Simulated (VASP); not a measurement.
Energy against volume of LiCl (rock salt). Method: PBE GGA with D3 dispersion (zero damping), VASP's PBE PAW potentials (set 64) (plane waves; VASP 6.6.1).

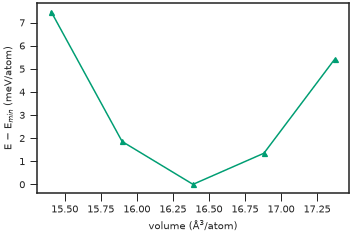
Fig. 1. Energy against volume

Problem. Estimate the equilibrium volume and the bulk modulus.

Solution. The minimum lies near 16.4 Å³/atom, and the curvature gives B0 of about 34 GPa.

The compound is LiCl in the rock salt structure. It was relaxed first.
